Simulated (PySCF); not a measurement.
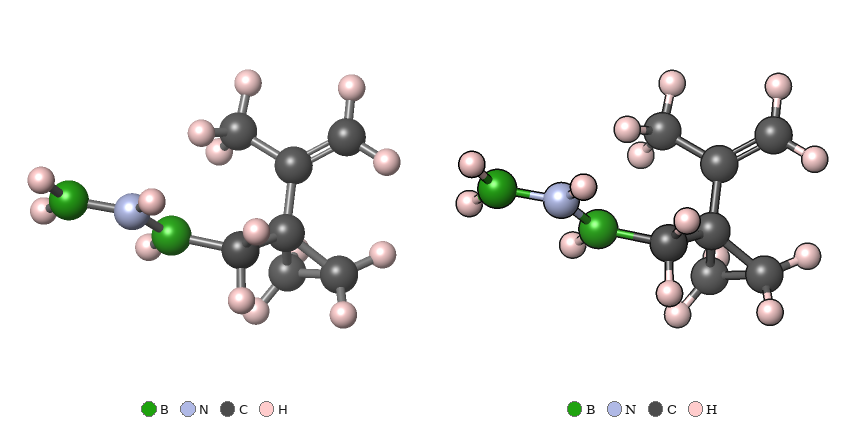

Two views of one molecule.

> Give the formula.

C₇H₁₅B₂N, 25 atoms: 7 carbon, 15 hydrogen, 2 boron and 1 nitrogen.

> Name functional groups in it.

Among them: alkene, B–H bond.

More results for the same structure follow; atom numbers are the same in all pictures, views and colours differ. Computed geometry: PBE0-D3(BJ)/def2-SVP optimisation. No frequency run is at hand to confirm it as a minimum.

## Ring current

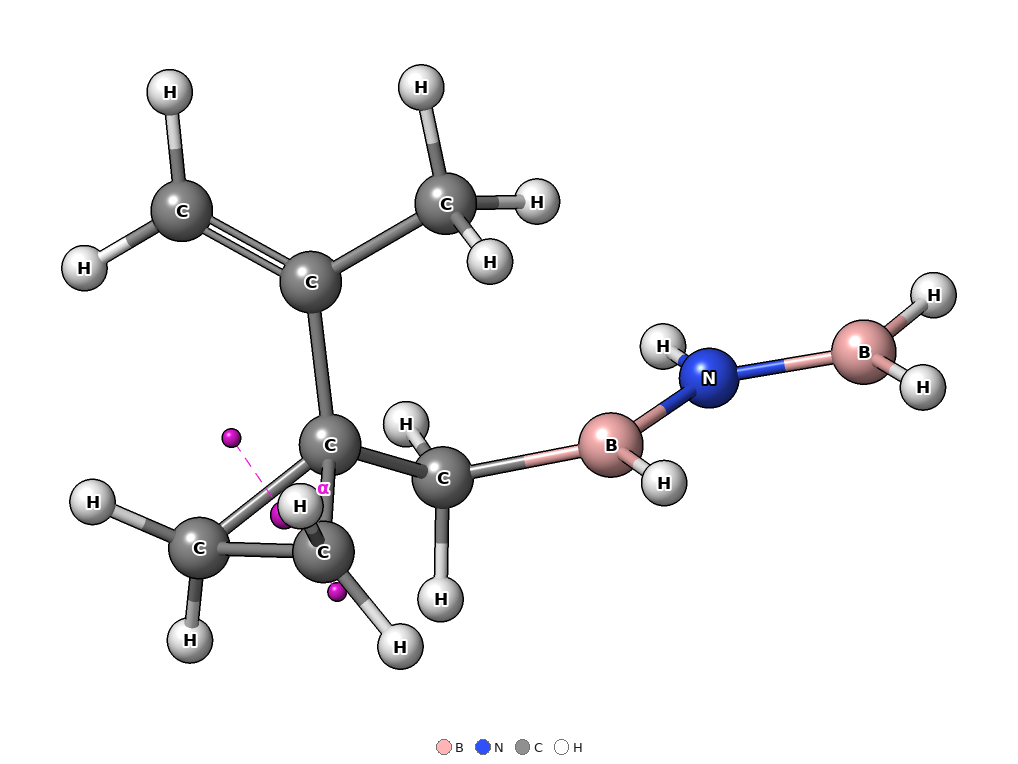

The small points mark where nucleus-independent chemical shifts (NICS) were computed: at the centre of each lettered ring and 1 Å above and below it. No frequency run is at hand to confirm it as a minimum. Level of theory: GIAO PBE0/pcSseg-1 NMR shielding, non-relativistic, IEF-PCM methanol (PySCF 2.14.0).

Give NICS(0), NICS(1) and the out-of-plane component NICS(1)zz for each ring (means of the two sides).

```json
{"ring": "α", "members": "C3", "NICS(0)": "−42.7", "NICS(1)": "−8.1", "NICS(1)zz": "−20.6"}
```

Values in ppm.

## Electronic properties

No frequency run is at hand to confirm it as a minimum. Properties computed with PBE0/pcSseg-1 in chloroform (IEF-PCM) (PySCF 2.14.0).

> What is the HOMO–LUMO gap?

6.04 eV.

> What is the dipole moment?

1.40 D.

> What is the HOMO energy (Kohn–Sham orbital)?

−7.02 eV.

## Charges

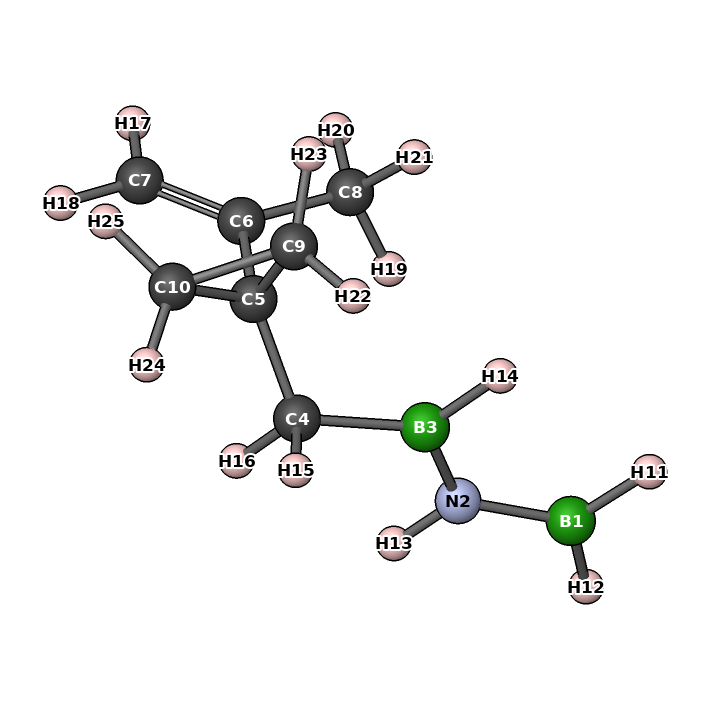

The questions are on Hirshfeld charges. No frequency run is at hand to confirm it as a minimum. Method: PBE0/pcSseg-1 in chloroform (IEF-PCM) (PySCF 2.14.0).

> Which atom carries the highest charge (most positive or least negative)?

B3 (0.17 e).

> And the lowest?

N2 (−0.20 e).

List the Hirshfeld charges.

```json
{"atom": "B1", "value (e)": "0.14"}
{"atom": "N2", "value (e)": "−0.20"}
{"atom": "B3", "value (e)": "0.17"}
{"atom": "C4", "value (e)": "−0.14"}
{"atom": "C5", "value (e)": "0.01"}
{"atom": "C6", "value (e)": "0.02"}
{"atom": "C7", "value (e)": "−0.12"}
{"atom": "C8", "value (e)": "−0.11"}
{"atom": "C9", "value (e)": "−0.09"}
{"atom": "C10", "value (e)": "−0.09"}
{"atom": "H11", "value (e)": "−0.07"}
{"atom": "H12", "value (e)": "−0.07"}
{"atom": "H13", "value (e)": "0.14"}
{"atom": "H14", "value (e)": "−0.07"}
{"atom": "H15", "value (e)": "0.05"}
{"atom": "H16", "value (e)": "0.03"}
{"atom": "H17", "value (e)": "0.04"}
{"atom": "H18", "value (e)": "0.04"}
{"atom": "H19", "value (e)": "0.04"}
{"atom": "H20", "value (e)": "0.05"}
{"atom": "H21", "value (e)": "0.05"}
{"atom": "H22", "value (e)": "0.05"}
{"atom": "H23", "value (e)": "0.04"}
{"atom": "H24", "value (e)": "0.05"}
{"atom": "H25", "value (e)": "0.04"}
```
